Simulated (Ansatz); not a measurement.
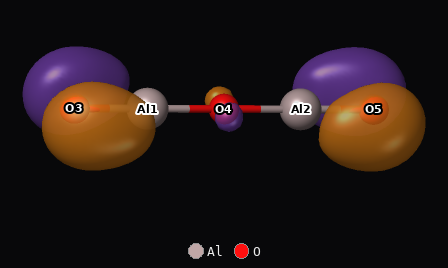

Figure. Al$_{2}$O$_{3}$. The HOMO at ±0.1 Å⁻³ᐟ² (orange and purple are the two phases), seen from one side.

Geometry: PBE-D4/def2-SVP.

Theory: RKS PBE0-D4/def2-TZVP in Ansatz.

```yaml
atoms:
  - { symbol: Al, position_ang: [1.0562, 1.3261, -0.0830] }
  - { symbol: Al, position_ang: [-1.0556, -1.3266, 0.0820] }
  - { symbol: O, position_ang: [2.0632, 2.5935, -0.1616] }
  - { symbol: O, position_ang: [-0.0003, 0.0002, -0.0016] }
  - { symbol: O, position_ang: [-2.0635, -2.5931, 0.1643] }
```

> Describe this orbital and give its energy.

By Hirshfeld shares it lies mainly on O3 (about 40 %), O5 (about 40 %) and Al2 (about 10 %); it is ungerade (odd under inversion); largely a combination of lone pairs on O3 and O5. It is one of a degenerate set, so its orientation is arbitrary. Its energy is −8.01 eV.
